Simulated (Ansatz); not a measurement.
# RbI (SMILES [Rb][I]): the energy, rung by rung

RbI: 2 atoms, total charge 0, spin state singlet. SMILES: `[Rb][I]`. Geometry: the measured bond length.

```xyz
2

Rb    0.0000    0.0000    0.0000
I     0.0000    0.0000    3.1769
```

Quantity: the energy change with the Rb1–I2 bond stretched from 3.177 to 6.354 Å, in eV. The values are calculated.

```csv
level,kind,program,value (eV),less FCI/STO-3G,CPU time (all runs)
PBE/STO-3G (restricted),GGA,Ansatz,2.81,-0.39,13 s
revPBE/STO-3G (restricted),GGA,Ansatz,2.73,-0.47,13 s
r2SCAN0/STO-3G (restricted),hybrid meta-GGA,Ansatz,3.16,-0.04,45 s
CCSD/STO-3G (restricted),coupled cluster or CI,Ansatz,3.19,-0.01,1.9 s
CCSDT(Q)/STO-3G (restricted),coupled cluster or CI,Ansatz,3.20,0.00,4.1 s
CCSDT/STO-3G (restricted),coupled cluster or CI,Ansatz,3.20,0.00,3.7 s
CCSDTQ/STO-3G (restricted),coupled cluster or CI,Ansatz,3.20,0.00,2.4 min
FCI/STO-3G,exact in the basis,Ansatz,3.20,0.00,12 s
```

FCI/STO-3G is exact within its basis and frozen core, so for wave-function methods in that basis the difference is their error; functionals converge differently with the basis, so for them it is only a difference. All-electron rows without a relativistic Hamiltonian named are non-relativistic. The first shape isn't each level's own minimum. The values span 2.73 to 3.20 eV. All rows use very small basis sets, so none should be taken for the real molecule's value. In the correlated wave-function rows the outer d shell of I is correlated, in sets not made for it. CPU times are rough (shared hosts, several kinds of processor and program).

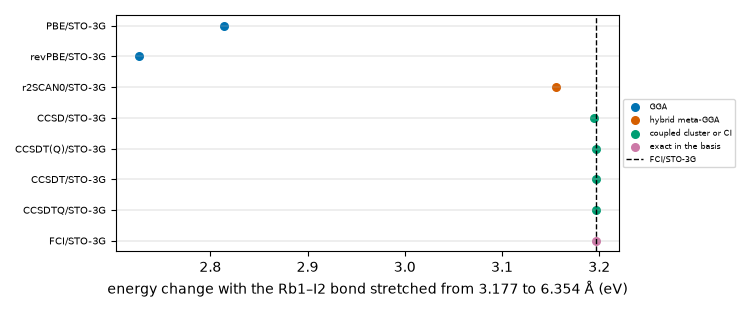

The values of the table, level by level.
